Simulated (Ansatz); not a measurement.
**A hypothetical structure for LiAgBr3**

Starting from a made-up structure for LiAgBr3, the aim is the relaxed cell, its shortest contacts and, where a second run follows, its electronic structure.

Main program and level: Ansatz 0.2.0; DFT, PBEsol, plane-wave PAW, default files, scalar-relativistic, no spin, cell and ions relaxed at zero pressure, in the first sound run; inputs show where later runs differ.

## 1. Starting point

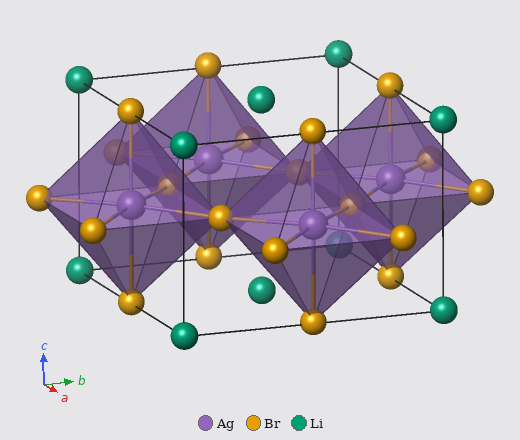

The starting structure, seen slightly off an axis (silver purple, bromine orange, lithium teal). This picture shows the conventional cell, with its axes. Some periodic images of atoms are drawn too.

Structure file:

```cif
data_structure
_symmetry_space_group_name_H-M 'Cm'
_symmetry_Int_Tables_number 8
_cell_length_a 7.3060
_cell_length_b 7.2090
_cell_length_c 5.0730
_cell_angle_alpha 90.000
_cell_angle_beta 90.550
_cell_angle_gamma 90.000
_cell_volume 267.18
loop_
_atom_site_label
_atom_site_type_symbol
_atom_site_symmetry_multiplicity
_atom_site_Wyckoff_symbol
_atom_site_fract_x
_atom_site_fract_y
_atom_site_fract_z
_atom_site_occupancy
Ag1 Ag 2 a 0.50110 0.00000 0.51870 1
Br1 Br 4 b 0.74850 0.24680 0.50220 1
Br2 Br 2 a 0.49710 0.00000 0.00870 1
Li1 Li 2 a 0.00520 0.00000 0.00500 1
```

## 2. Relaxation of the guess

The guessed cell has no reason to be at equilibrium. It is relaxed with the atoms, within the space group of the guess.

File input.yaml:

```yaml
crystal:
  lattice:
    - [3.653, -3.6045, 0.0]
    - [3.653, 3.6045, 0.0]
    - [-0.048696556, 0.0, 5.072766272]
  atoms:
    - { symbol: Ag, position: [0.5011, 0.5011, 0.5187] }
    - { symbol: Br, position: [0.5017, 0.9953, 0.5022] }
    - { symbol: Br, position: [0.4971, 0.4971, 0.0087] }
    - { symbol: Br, position: [0.9953, 0.5017, 0.5022] }
    - { symbol: Li, position: [0.0052, 0.0052, 0.005] }
kpoints:
  mp_grid: { grid: [5, 5, 5] }
scf:
  occupations: { method: fermi_dirac, width: 0.05 }
hamiltonian:
  xc: pbesol
  pseudopotentials: { kind: paw }
relax:
  f_tol: 0.015
  max_steps: 70
  cell: {}
output:
  forces: true
  stress: true
```

Run with:

```
> ansatz run input.yaml --threads 4 --pin off --max-ram 8192MiB --backend cpu --events-out ev --progress --plain --runs-dir out
```

Numbers of over 12 decimals in the logs are rounded to 6 here.

Log:

```text
Engine: ansatz 0.2.0, aarch64-unknown-linux-gnu
Pseudopotentials: kind: paw
Pseudopotential: Ag, paw, valence charge 19, recommended cutoff 420 eV (normal), Ag.paw.azcp
Pseudopotential: Br, paw, valence charge 7, recommended cutoff 420 eV (normal), Br.paw.azcp
Pseudopotential: Li, paw, valence charge 3, recommended cutoff 420 eV (normal), Li.paw.azcp
Functional definition: PBEsol
  exchange = pbesol_x
  correlation = pbesol_c
Crystal: 5 atoms, lattice volume = 133.589 Å³
Basis set: ecut = 420 eV, 2579 PW (Γ), exchange–correlation on 72×72×72 points (8 copies of the dense FFT grid, shifted against one another)
Bands: 27, of which v1, the nominal top of the filled ones, is band 22 counted from 1 (21 counted from 0)
Symmetry: 2 space group operations
Space group: Cm (ITA 8), of the structure as read, at distance tolerance 5.1e-5 Å
k-points: 39 of 125 (time reversal used)
Non-local potential: Ag, projectors of the file, l = 0: 3, l = 1: 2, l = 2: 2, l = 3: 1
Non-local potential: Br, projectors of the file, l = 0: 2, l = 1: 2, l = 2: 2
Non-local potential: Li, projectors of the file, l = 0: 3, l = 1: 2, l = 2: 1
PAW form: soft (Blöchl's): semilocal exchange-correlation on the pseudo side does not see the compensation charge
PAW frozen core: Ag, regenerated for the run's functional, and the local potential with it (the file was generated under x = pbe(κ = 0.804, μ = 0.219515), c = pbe(β = 0.066725))
PAW frozen core: Br, regenerated for the run's functional, and the local potential with it (the file was generated under x = pbe(κ = 0.804, μ = 0.219515), c = pbe(β = 0.066725))
PAW one-centre angular grid: Ag, 590 points (default); XC on 64 Gauss nodes
PAW one-centre angular grid: Br, 110 points (default); XC on 64 Gauss nodes
PAW one-centre angular grid: Li, 110 points (default); XC on 64 Gauss nodes
Initial density: superposition of atomic densities (neutral atoms: chi_scale 0, normalization atom), corrected by the library's trained network
Initial wavefunctions: pseudopotential atomic-orbital guess
Functional: x = pbesol(κ = 0.804, μ = 0.123457), c = pbesol(β = 0.046)
SCF iter   1: F=—  HF=-15937.271663 eV  |F-HF|=—  |Δ(HF+E_count)|=         —  Δρ=3.39e-3  dr2=1.42e-2  ethr=1.77e-3  ⟨swp⟩=7.5  Hψ=5370  notcnv=0
preconditioner: auto → LDOS  [metal: Δε(μ)=0.007 eV  Ē_g=10.042 eV  σ=0.050 eV  W_gap=0.03  n_scr=26 (ndim 8)  ℏωp=18.5 eV  f_vac=0.132  D(μ)=2.02/eV (n_scr^D=6)  β→1.0]
SCF iter   2: F=—  HF=-15937.270297 eV  |F-HF|=—  |Δ(HF+E_count)|=   1.37e-3  Δρ=1.90e-3  dr2=3.55e-3  ethr=3.30e-5  ⟨swp⟩=2.8  Hψ=2427  notcnv=0  defer=39
SCF iter   3: F=—  HF=-15937.269125 eV  |F-HF|=—  |Δ(HF+E_count)|=   1.17e-3  Δρ=3.04e-4  dr2=1.33e-4  ethr=8.26e-6  ⟨swp⟩=2.0  Hψ=1872  notcnv=0  defer=39
SCF iter   4: F=—  HF=-15937.269071 eV  |F-HF|=—  |Δ(HF+E_count)|=   5.41e-5  Δρ=6.24e-5  dr2=6.76e-6  ethr=3.09e-7  ⟨swp⟩=2.5  Hψ=1841  notcnv=0  defer=39
SCF iter   5: F=—  HF=-15937.269077 eV  |F-HF|=—  |Δ(HF+E_count)|=   5.46e-6  Δρ=3.33e-5  dr2=2.48e-6  ethr=1.57e-8  ⟨swp⟩=2.2  Hψ=1552  notcnv=0  defer=39
SCF iter   6: F=—  HF=-15937.269076 eV  |F-HF|=—  |Δ(HF+E_count)|=   4.94e-7  Δρ=1.78e-5  dr2=6.70e-7  ethr=5.76e-9  ⟨swp⟩=2.0  Hψ=1543  notcnv=0  defer=39
SCF iter   7: F=—  HF=-15937.269076 eV  |F-HF|=—  |Δ(HF+E_count)|=   1.60e-7  Δρ=7.20e-6  dr2=1.02e-7  ethr=1.56e-9  ⟨swp⟩=2.6  Hψ=1570  notcnv=0  defer=39
SCF iter   8: F=-15937.269076 eV  HF=-15937.269076 eV  |F-HF|=5.88e-9  |Δ(HF+E_count)|=   2.55e-8  Δρ=1.85e-6  dr2=7.03e-9  ethr=2.33e-10  ⟨swp⟩=4.6  Hψ=3456  notcnv=0
SCF 1 converged in 8 iterations: F = -15937.269076 eV  dr2 = 7.03e-9
  greatest PAW one-centre occupation: 1.001 electrons in one spin orbital (limit 2), on the Ag atom at site 0 (counted from 0), in its partial waves of l = 0
relax step   1: F+E_penalty+E_count = -15937.26907604 eV  Δ(F+E_penalty+E_count) = +0.000e0 eV  max|allowed force component| = 5.478e-1 eV/Å  Δτ_max = 0.0000 Å  P = +3.004 GPa  Ω = 133.589 Å³  (8 SCF iters, dr2 threshold 1.00e-7 eV, accepted)
Crystal: 5 atoms, lattice volume = 143.750 Å³
Basis set: ecut = 420 eV, 2825 PW (Γ), exchange–correlation on 72×72×72 points (8 copies of the dense FFT grid, shifted against one another)
Initial density: handed on by an earlier stage of this run
Initial wavefunctions: those handed on with the density
iter 1 solved again at ethr=3.03e-5 eV; its pass at ethr=3.10e-3 eV (dr2=1.30e-2 eV) is discarded
SCF iter   1: F=—  HF=-15937.377979 eV  |F-HF|=—  |Δ(HF+E_count)|=         —  Δρ=3.13e-3  dr2=1.30e-2  ethr=3.03e-5  ⟨swp⟩=2.0  Hψ=6514  notcnv=0
preconditioner: auto → LDOS  [insulator: Δε(μ)=0.790 eV  Ē_g=9.824 eV  σ=0.050 eV  W_gap=0.54  n_scr=26 (ndim 8)  ℏωp=17.8 eV  f_vac=0.151  D(μ)=2.11/eV (n_scr^D=6)  ε∞_Penn≈4.3  β→1.0]
SCF iter   2: F=—  HF=-15937.379900 eV  |F-HF|=—  |Δ(HF+E_count)|=   1.92e-3  Δρ=2.60e-3  dr2=1.75e-2  ethr=3.02e-5  ⟨swp⟩=2.5  Hψ=2085  notcnv=0
SCF iter   3: F=—  HF=-15937.374287 eV  |F-HF|=—  |Δ(HF+E_count)|=   5.61e-3  Δρ=3.00e-4  dr2=7.76e-5  ethr=3.02e-5  ⟨swp⟩=2.0  Hψ=1711  notcnv=0
SCF iter   4: F=—  HF=-15937.374274 eV  |F-HF|=—  |Δ(HF+E_count)|=   1.30e-5  Δρ=8.11e-5  dr2=1.40e-5  ethr=1.80e-7  ⟨swp⟩=2.0  Hψ=1703  notcnv=0
SCF iter   5: F=—  HF=-15937.374271 eV  |F-HF|=—  |Δ(HF+E_count)|=   2.98e-6  Δρ=3.47e-5  dr2=2.58e-6  ethr=3.25e-8  ⟨swp⟩=2.0  Hψ=1595  notcnv=0
SCF iter   6: F=-15937.374270 eV  HF=-15937.374270 eV  |F-HF|=3.87e-7  |Δ(HF+E_count)|=   4.36e-7  Δρ=1.44e-5  dr2=4.55e-7  ethr=1.16e-9  ⟨swp⟩=5.0  Hψ=4043  notcnv=0
SCF 2 converged in 6 iterations: F = -15937.374270 eV  dr2 = 4.55e-7
relax step   2: F+E_penalty+E_count = -15937.37426975 eV  Δ(F+E_penalty+E_count) = -1.052e-1 eV  max|allowed force component| = 1.524e-1 eV/Å  Δτ_max = 0.0413 Å  P = -0.118 GPa  Ω = 143.750 Å³  energy of the carried Pulay correction = -1.194e-3 eV  (6 SCF iters, dr2 threshold 5.00e-7 eV, accepted)
Crystal: 5 atoms, lattice volume = 143.726 Å³
Basis set: ecut = 420 eV, 2821 PW (Γ), exchange–correlation on 72×72×72 points (8 copies of the dense FFT grid, shifted against one another)
iter 1 solved again at ethr=1.59e-5 eV; its pass at ethr=3.10e-3 eV (dr2=6.82e-3 eV) is discarded
SCF iter   1: F=—  HF=-15937.383603 eV  |F-HF|=—  |Δ(HF+E_count)|=         —  Δρ=2.56e-3  dr2=7.90e-3  ethr=1.59e-5  ⟨swp⟩=2.1  Hψ=5475  notcnv=0
preconditioner: auto → LDOS  [insulator: Δε(μ)=0.811 eV  Ē_g=9.820 eV  σ=0.050 eV  W_gap=0.57  n_scr=26 (ndim 8)  ℏωp=17.8 eV  f_vac=0.151  D(μ)=2.12/eV (n_scr^D=6)  ε∞_Penn≈4.3  β→1.0]
SCF iter   2: F=—  HF=-15937.386221 eV  |F-HF|=—  |Δ(HF+E_count)|=   2.62e-3  Δρ=2.00e-3  dr2=1.09e-2  ethr=1.59e-5  ⟨swp⟩=2.2  Hψ=2076  notcnv=0
SCF iter   3: F=—  HF=-15937.382730 eV  |F-HF|=—  |Δ(HF+E_count)|=   3.49e-3  Δρ=2.58e-4  dr2=3.77e-5  ethr=1.59e-5  ⟨swp⟩=2.0  Hψ=1695  notcnv=0
SCF iter   4: F=—  HF=-15937.382749 eV  |F-HF|=—  |Δ(HF+E_count)|=   1.85e-5  Δρ=5.32e-5  dr2=6.08e-6  ethr=8.76e-8  ⟨swp⟩=2.0  Hψ=1698  notcnv=0
SCF iter   5: F=-15937.382748 eV  HF=-15937.382748 eV  |F-HF|=8.81e-8  |Δ(HF+E_count)|=   1.19e-6  Δρ=9.51e-6  dr2=9.76e-8  ethr=1.16e-9  ⟨swp⟩=3.9  Hψ=4558  notcnv=0
SCF 3 converged in 5 iterations: F = -15937.382748 eV  dr2 = 9.76e-8
relax step   3: F+E_penalty+E_count = -15937.38274774 eV  Δ(F+E_penalty+E_count) = -8.478e-3 eV  max|allowed force component| = 1.025e-1 eV/Å  Δτ_max = 0.0606 Å  P = -0.116 GPa  Ω = 143.726 Å³  energy of the carried Pulay correction = -1.191e-3 eV  (5 SCF iters, dr2 threshold 5.00e-7 eV, accepted)
[... from here on, the SCF cycles and remarks between the steps are left out ...]
relax step   4: F+E_penalty+E_count = -15937.42427755 eV  Δ(F+E_penalty+E_count) = -4.153e-2 eV  max|allowed force component| = 2.503e-1 eV/Å  Δτ_max = 0.1957 Å  P = -0.076 GPa  Ω = 143.667 Å³  energy of the carried Pulay correction = -1.185e-3 eV  (6 SCF iters, dr2 threshold 5.00e-7 eV, accepted)
relax step   5: F+E_penalty+E_count = -15937.50930523 eV  Δ(F+E_penalty+E_count) = -8.503e-2 eV  max|allowed force component| = 3.820e-1 eV/Å  Δτ_max = 0.1966 Å  P = -0.019 GPa  Ω = 143.724 Å³  energy of the carried Pulay correction = -1.191e-3 eV  (6 SCF iters, dr2 threshold 5.00e-7 eV, accepted)
relax step   6: F+E_penalty+E_count = -15937.62673455 eV  Δ(F+E_penalty+E_count) = -1.174e-1 eV  max|allowed force component| = 4.338e-1 eV/Å  Δτ_max = 0.1967 Å  P = +0.117 GPa  Ω = 143.827 Å³  energy of the carried Pulay correction = -1.203e-3 eV  (7 SCF iters, dr2 threshold 5.00e-7 eV, accepted)
relax step   7: F+E_penalty+E_count = -15937.74243422 eV  Δ(F+E_penalty+E_count) = -1.157e-1 eV  max|allowed force component| = 3.087e-1 eV/Å  Δτ_max = 0.1965 Å  P = +0.372 GPa  Ω = 144.110 Å³  energy of the carried Pulay correction = -1.235e-3 eV  (7 SCF iters, dr2 threshold 5.00e-7 eV, accepted)
relax step   8: F+E_penalty+E_count = -15937.84503535 eV  Δ(F+E_penalty+E_count) = -1.026e-1 eV  max|allowed force component| = 2.586e-1 eV/Å  Δτ_max = 0.1953 Å  P = +0.519 GPa  Ω = 145.386 Å³  energy of the carried Pulay correction = -1.378e-3 eV  (7 SCF iters, dr2 threshold 5.00e-7 eV, accepted)
relax step   9: F+E_penalty+E_count = -15937.91475663 eV  Δ(F+E_penalty+E_count) = -6.972e-2 eV  max|allowed force component| = 1.340e-1 eV/Å  Δτ_max = 0.1954 Å  P = +0.462 GPa  Ω = 147.152 Å³  energy of the carried Pulay correction = -1.575e-3 eV  (7 SCF iters, dr2 threshold 5.00e-7 eV, accepted)
relax step  10: F+E_penalty+E_count = -15937.93670024 eV  Δ(F+E_penalty+E_count) = -2.194e-2 eV  max|allowed force component| = 1.678e-2 eV/Å  Δτ_max = 0.1339 Å  P = -0.229 GPa  Ω = 151.001 Å³  energy of the carried Pulay correction = -1.994e-3 eV  (7 SCF iters, dr2 threshold 5.00e-7 eV, accepted)
relax step  11: F+E_penalty+E_count = -15937.93800444 eV  Δ(F+E_penalty+E_count) = -1.304e-3 eV  max|allowed force component| = 2.560e-3 eV/Å  Δτ_max = 0.0201 Å  P = +0.017 GPa  Ω = 149.767 Å³  energy of the carried Pulay correction = -1.861e-3 eV  (6 SCF iters, dr2 threshold 1.66e-7 eV, accepted)
Initial wavefunctions: pseudopotential atomic-orbital guess (no wavefunctions were taken with the density)
iter 1 solved again at ethr=5.95e-7 eV; its pass at ethr=3.10e-3 eV (dr2=2.56e-4 eV) is discarded
SCF iter   1: F=—  HF=-15937.937742 eV  |F-HF|=—  |Δ(HF+E_count)|=         —  Δρ=2.09e-4  dr2=3.52e-6  ethr=5.95e-7  ⟨swp⟩=3.9  Hψ=8394  notcnv=0
preconditioner: auto → LDOS  [insulator: Δε(μ)=0.711 eV  Ē_g=10.523 eV  σ=0.050 eV  W_gap=0.52  n_scr=26 (ndim 8)  ℏωp=17.4 eV  f_vac=0.208  D(μ)=2.10/eV (n_scr^D=6)  ε∞_Penn≈3.7  β→1.0]
SCF iter   2: F=—  HF=-15937.939453 eV  |F-HF|=—  |Δ(HF+E_count)|=   1.71e-3  Δρ=1.86e-5  dr2=4.86e-7  ethr=8.18e-9  ⟨swp⟩=3.0  Hψ=2364  notcnv=0
SCF iter   3: F=—  HF=-15937.939455 eV  |F-HF|=—  |Δ(HF+E_count)|=   1.70e-6  Δρ=7.23e-6  dr2=6.52e-8  ethr=1.13e-9  ⟨swp⟩=2.0  Hψ=1894  notcnv=0
SCF iter   4: F=—  HF=-15937.939456 eV  |F-HF|=—  |Δ(HF+E_count)|=   5.26e-7  Δρ=1.29e-6  dr2=3.32e-9  ethr=1.52e-10  ⟨swp⟩=2.0  Hψ=1894  notcnv=0
SCF iter   5: F=—  HF=-15937.939456 eV  |F-HF|=—  |Δ(HF+E_count)|=   1.78e-8  Δρ=6.90e-7  dr2=1.33e-9  ethr=7.72e-12  ⟨swp⟩=2.3  Hψ=1602  notcnv=0
SCF iter   6: F=-15937.939456 eV  HF=-15937.939456 eV  |F-HF|=3.64e-12  |Δ(HF+E_count)|=  7.49e-10  Δρ=1.32e-7  dr2=4.91e-11  ethr=1.00e-12  ⟨swp⟩=4.2  Hψ=4895  notcnv=0
SCF 12 converged in 6 iterations: F = -15937.939456 eV  dr2 = 4.91e-11
relax step  12: F+E_penalty+E_count = -15937.93945567 eV  Δ(F+E_penalty+E_count) = -1.451e-3 eV  max|allowed force component| = 2.549e-3 eV/Å  Δτ_max = 0.0000 Å  P = +0.015 GPa  Ω = 149.767 Å³  stress off target by 3.40e-2 GPa  SCF on the basis re-selected at this cell (its energy is not comparable with the rows above)  (6 SCF iters)
basis re-selected at this cell: Δ(F+E_penalty+E_count) = -1.451e-3 eV, ΔP = -0.002 GPa vs the last step (what re-selecting the basis moved, of the pressure what is left beyond the Pulay correction that the steps carried, after the strain that the cell walked since its last selection, with what the two solves' SCF thresholds leave and, on support functions, any second-order correction that the steps lacked; it is no m [...]
SCF converged after 6 iterations
Free energy (F): -15937.939456 eV
Harris-Foulkes:  -15937.939456 eV  (|F-HF|=3.64e-12)
Internal energy: -15937.923092 eV  (E = F + TS)
E sigma→0 (E₀):  -15937.931274 eV
Entropy (-TS):   -0.016364 eV (-3.273 meV/atom)
Fermi energy:    2.335925 eV
--- Per-component energies (eV) ---
  E_band       = -648.076713
  E_kinetic    = 946.953934
  E_local      = -5621.914323  (includes V_loc(G=0)·N_el)
  E_nonlocal   = 262.508970
  E_hartree    = 2389.977502
  E_xc         = -976.948694
  E_vxc        = -557.173963  (∫ρ·V_xc dr)
  E_paw        = -10463.334979  (= ΣΔE_a)
  E_vpaw       = -458.406254  (= ΣTr[D̂ρ^β])
  E_aug_tail   = 0.000296  (compensation charges beyond the density's cutoff)
  E_ewald      = -2475.765348
  E_core_change = 0.599550  (= ΣΔE_core)
  E_smearing   = -0.016364  (= −TS)
  E_closure    = 0.000000  (closes the sum)
  Σ components = -15937.939456   (vs F -15937.939456, Δ=0.00e0)
--- Forces (eV/Å), atoms counted from 1 ---
  atom   1  Ag     0.00254971     0.00000000     0.00111842
  atom   2  Br     0.00064886     0.00007821    -0.00135252
  atom   3  Br    -0.00224529    -0.00000000     0.00078518
  atom   4  Br     0.00064886    -0.00007821    -0.00135252
  atom   5  Li    -0.00159996    -0.00000000     0.00080437
  max |Σ_I F_I| component: 2.94e-6 eV/Å
--- Stress (GPa, compression-positive) ---
        0.003950       0.000000       0.008450
        0.000000       0.008752       0.000000
        0.008449       0.000000       0.031592
  P = ⅓ Tr σ = 0.0148 GPa (0.148 kbar)
--- Relaxed structure (11 steps of the walk, 11 accepted, 1 SCFs on fresh bases) ---
  F+E_penalty+E_count = -15937.93945567 eV   max|allowed force component| = 2.549e-3 eV/Å   (the final SCF, on the basis selected at the relaxed cell)
  cell:  # Å, volume = 149.7669 Å³
    - [3.828399, -3.685917, 0.113051]
    - [3.828399, 3.685917, 0.113051]
    - [0.105954, 0, 5.309812]
  atoms:
    - { symbol: Ag, position: [0.468552, 0.468552, 0.476290] }
    - { symbol: Br, position: [0.458737, 0.966949, 0.467145] }
    - { symbol: Br, position: [0.459838, 0.459838, -0.025348] }
    - { symbol: Br, position: [0.966949, 0.458737, 0.467145] }
    - { symbol: Li, position: [0.146324, 0.146324, 0.151568] }
```

Run time: 42 s. Hardware: 4 threads of Arm Neoverse V1, shared host; peak memory 0.62 GiB.

This run has no spin polarisation although its electron count is odd.

The steps of the relaxation:

| step | energy less that of the first step (eV) | largest force component (eV/Å) | pressure (GPa) | volume (Å³) |
| --- | --- | --- | --- | --- |
| 1 | 0.0000 | 0.5478 | 3.00 | 133.59 |
| 2 | -0.1052 | 0.1524 | -0.12 | 143.75 |
| 3 | -0.1137 | 0.1025 | -0.12 | 143.73 |
| 4 | -0.1552 | 0.2503 | -0.08 | 143.67 |
| 5 | -0.2402 | 0.3820 | -0.02 | 143.72 |
| 6 | -0.3577 | 0.4338 | 0.12 | 143.83 |
| 7 | -0.4734 | 0.3087 | 0.37 | 144.11 |
| 8 | -0.5760 | 0.2586 | 0.52 | 145.39 |
| 9 | -0.6457 | 0.1340 | 0.46 | 147.15 |
| 10 | -0.6676 | 0.0168 | -0.23 | 151.00 |
| 11 | -0.6689 | 0.0026 | 0.02 | 149.77 |
| 12* | -0.6704 | 0.0025 | 0.01 | 149.77 |

Relaxation steps marked * repeat the geometry before them on a plane-wave basis chosen anew for their cell, so energy and pressure can jump there.

The run keeps the 2 symmetry operations that it works with, so distortions that break them were not tested.

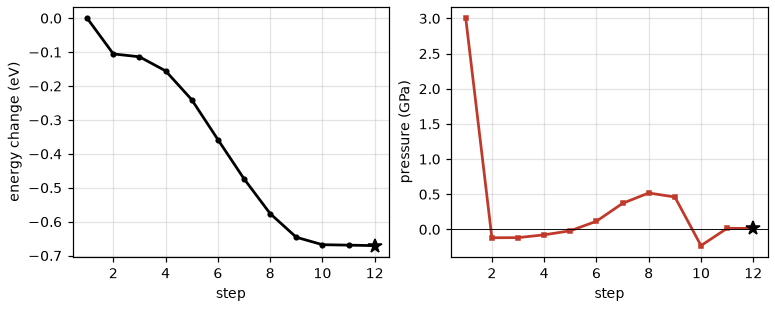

Energy and pressure along the relaxation. Stars mark steps on a basis chosen anew.

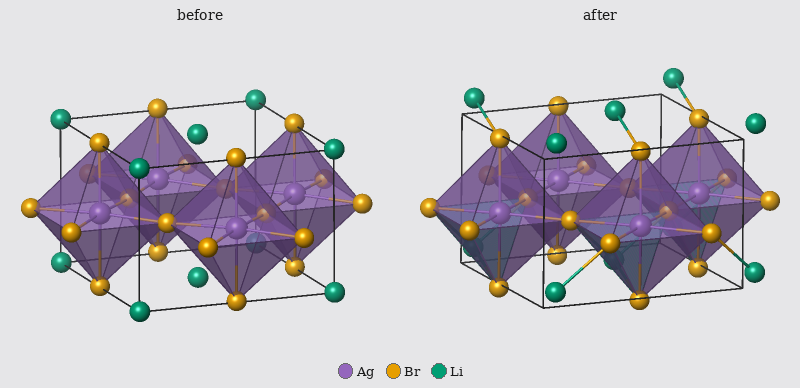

The structure before and after the relaxation, drawn at the same scale. Bonds to atoms that aren't drawn are left out.

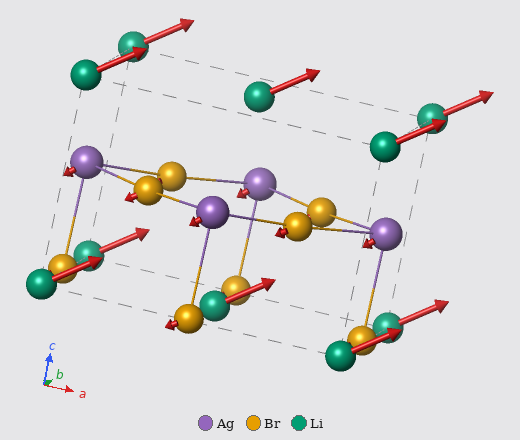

Displacements in the relaxation, scaled, measured against the changing cell; the longest in the cell stands for 1.36 Å. Some periodic images of atoms are drawn too.

| cell as run | before | after | change |
| --- | --- | --- | --- |
| a (Å) | 5.132 | 5.316 | +3.6 % |
| b (Å) | 5.132 | 5.316 | +3.6 % |
| c (Å) | 5.073 | 5.311 | +4.7 % |
| α (°) | 90.39 | 87.96 | -2.7 % |
| β (°) | 90.39 | 87.96 | -2.7 % |
| γ (°) | 89.23 | 87.80 | -1.6 % |
| volume (Å³/atom) | 26.72 | 29.95 | +12.1 % |

The atoms that moved most (Å, as changes of fractional coordinates times the final cell):

| atom | dx | dy | dz | length |
| --- | --- | --- | --- | --- |
| Li5 | 1.096 | 0.000 | 0.810 | 1.363 |
| Br3 | -0.289 | 0.000 | -0.189 | 0.345 |
| Ag1 | -0.254 | 0.000 | -0.233 | 0.344 |
| Br2 | -0.277 | 0.054 | -0.194 | 0.342 |
| Br4 | -0.277 | -0.054 | -0.194 | 0.342 |

The relaxed structure:

```xyz
5
Lattice="3.8284 -3.6859 0.1131 3.8284 3.6859 0.1131 0.1060 0.0000 5.3098" Properties=species:S:1:pos:R:3 pbc="T T T"
Ag    3.6381    0.0000    2.6350
Br    5.5076    1.8732    2.6416
Br    3.5182    0.0000   -0.0306
Br    5.5076   -1.8732    2.6416
Li    1.1364    0.0000    0.8379
```

Numbers from this step:

| Item | Value |
| --- | --- |
| free energy | -15937.9395 eV |
| energy at zero smearing | -15937.9313 eV |
| smearing term TS | 0.01636 eV |
| Fermi energy | 2.336 eV |
| electrons | 43 |
| symmetry operations | 2 |
| pressure | 0.01476 GPa |

Shortest distances by pair of elements, guess and relaxed (not always the same contact):

| pair | guess (Å) | relaxed (Å) |
| --- | --- | --- |
| Br–Li | 3.573 | 2.535 |
| Ag–Br | 2.486 | 2.644 |
| Ag–Li | 4.368 | 3.080 |
| Br–Br | 3.558 | 3.625 |
| Ag–Ag | 5.073 | 5.311 |

The relaxation ends with a largest force component of 0.0025 eV/Å and a pressure of 0.01 GPa.

[end of part 1 of 2]

[Logs are printed without paths, hosts, clocks, repeated set-up lines and the standing remarks that a program may print on its own settings, such as how far it seeks lower states.]

[Hosts, paths, dates, database ids (printed as entryN), source tags and the programs' standing remarks are cut or masked in the printed files.]
